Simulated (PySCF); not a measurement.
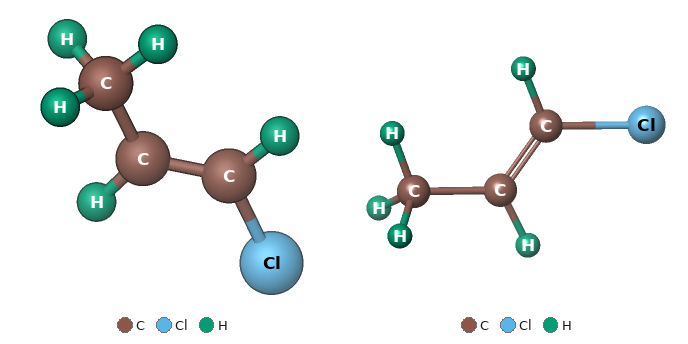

Two views of one molecule.

Computed geometry: PBE0-D3(BJ)/def2-SVP optimisation. No frequency run is at hand to confirm it as a minimum.

Count the atoms of each element.

Answer. C3H5Cl, 9 atoms: 3 carbon, 5 hydrogen and 1 chlorine.

Does it have rings?

Answer. It has no ring.

More results for the same structure follow; atom numbers are the same in all pictures, views and colours differ.

## Symmetry

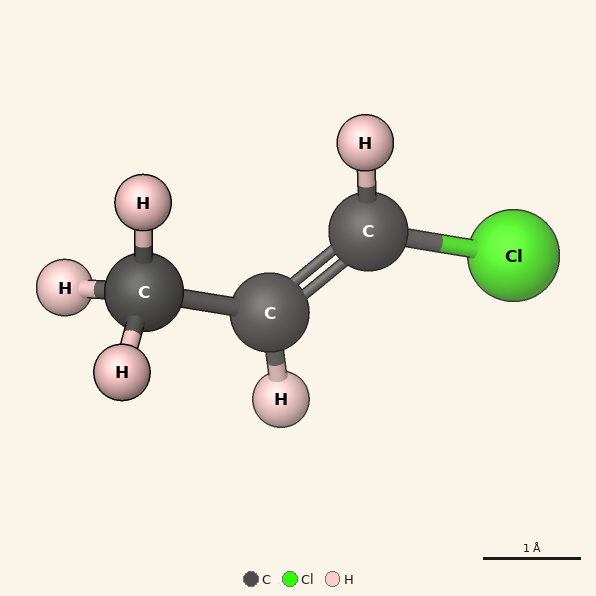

Depth is shown by fading: the farther an atom, the more it takes the colour of the background. No frequency run is at hand to confirm it as a minimum. Masses are those of the most abundant isotopes; constants are for the rigid equilibrium geometry.

Classify the rotor and give the rotational constants (GHz).

Answer. An asymmetric top (Cs): A = 41.7, B = 2.44, C = 2.34 GHz. Ray's parameter κ is −0.99, close to the prolate limit.

## NMR shielding

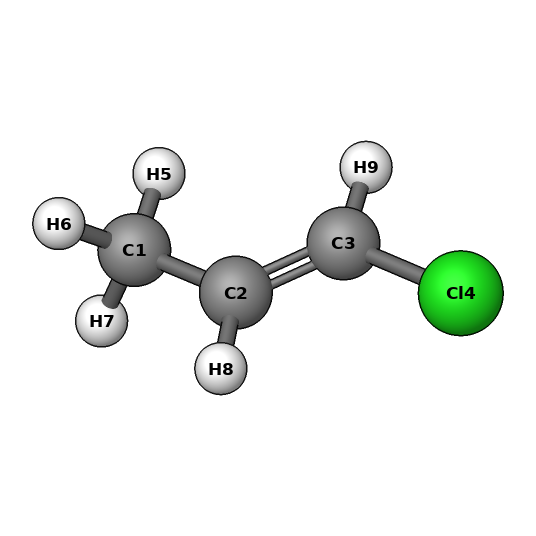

The questions are on isotropic NMR shieldings of the H atoms. No frequency run is at hand to confirm it as a minimum. Level of theory: GIAO PBE0/pcSseg-1 NMR shielding, non-relativistic, IEF-PCM acetone (PySCF 2.14.0).

Give the isotropic NMR shieldings of the H atoms atom by atom.

```tsv
atom	σ (ppm)
H5	29.38
H6	29.27
H7	29.27
H8	25.07
H9	25.21
```

## Polarisability

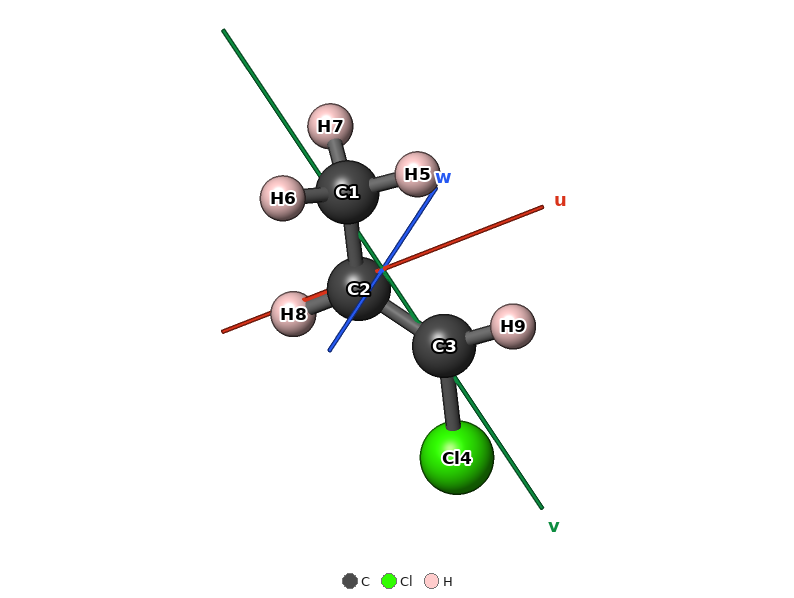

The lines u, v and w are the principal axes of the static dipole polarisability. No frequency run is at hand to confirm it as a minimum. Method: CAM-B3LYP/def2-SVPD in acetonitrile (IEF-PCM) (PySCF 2.14.0).

Along which axis is the molecule most polarisable, and along which least?

Answer. Most along v (close to the long direction C1···Cl4), least along w.

Give the three principal values.

Answer. u 63.4, v 96.9, w 52.9 bohr³; mean 71.1, anisotropy 39.8 bohr³.

## Excitation

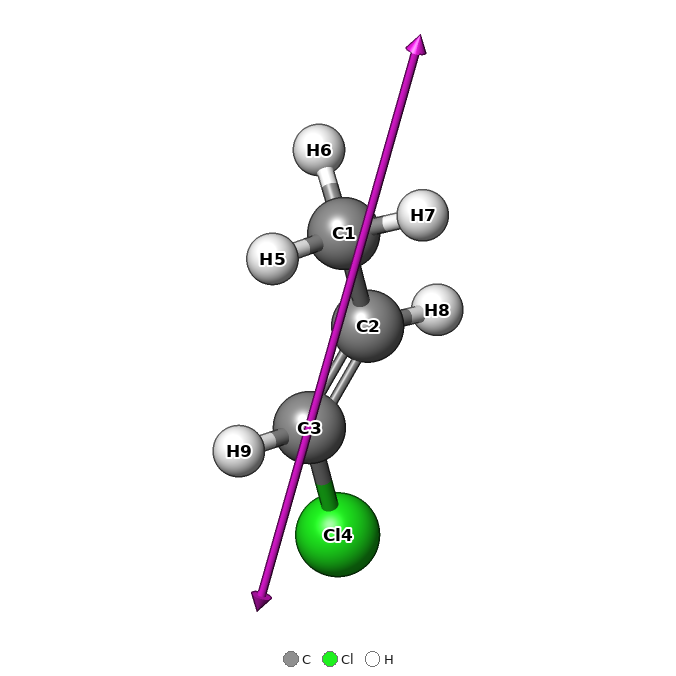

The double arrow shows the direction of the transition dipole to excited singlet state 2 (its length means nothing). No frequency run is at hand to confirm it as a minimum. Level of theory: TDDFT CAM-B3LYP/def2-SVPD, vertical, IEF-PCM acetone (non-equilibrium linear response), core orbitals frozen in the response (PySCF 2.14.0).

How is the transition polarised?

Answer. Close to the long direction C1···Cl4.

Give its energy, strength and character.

Answer. 6.67 eV (186 nm), oscillator strength 0.46, mainly HOMO → LUMO (weight 0.97); transition dipole 4.26 D.

## Quadrupole coupling

No frequency run is at hand to confirm it as a minimum. Electric field gradients from the ground-state density, PBE0/pcSseg-1 in acetone (IEF-PCM) (PySCF 2.14.0), non-relativistic apart from any core potentials.

Give the largest field-gradient component, the quadrupole coupling constant and the asymmetry for 35Cl at Cl4 (Q = −81.7 mb), 2H at H5 (Q = 2.86 mb), 2H at H6 (Q = 2.86 mb).

```tsv
atom	V_zz (a.u.)	e²qQ/h (MHz)	η
Cl4	3.720	−71.4	0.10
H5	0.290	0.195	0.04
H6	0.286	0.193	0.03
```
